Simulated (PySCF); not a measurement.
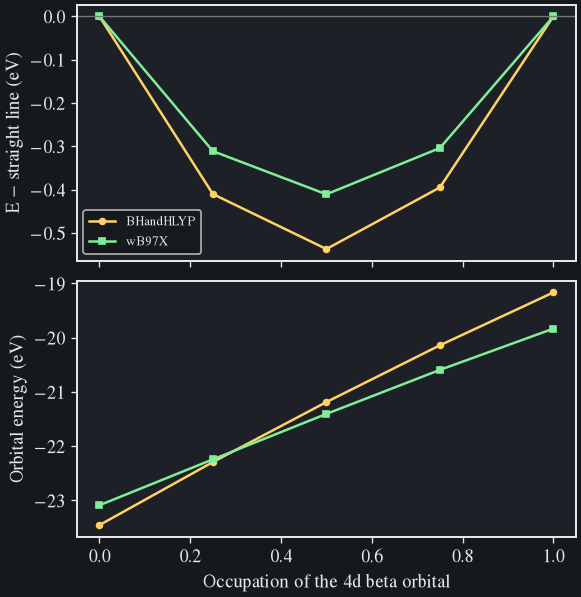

One 4d beta orbital of Ag⁺ ([Kr] 4d¹⁰) is emptied in steps. The plot gives the energy less the straight line between the integer ends; the lower panel gives the orbital energy. PySCF, aug-cc-pVTZ-PP with a 28-electron core potential, unrestricted single determinants, no spin-orbit coupling.

Q: Describe the curvature of each method.

A: BHandHLYP: convex (delocalisation error), largest departure −0.54 eV, removal energy 21.23 eV, orbital energy from −19.2 eV when full to −23.5 eV when empty; wB97X: convex (delocalisation error), largest departure −0.41 eV, removal energy 21.42 eV, orbital energy from −19.8 eV when full to −23.1 eV when empty. The measured removal energy is 21.48 eV. The exact energy is a straight line between whole electron numbers.
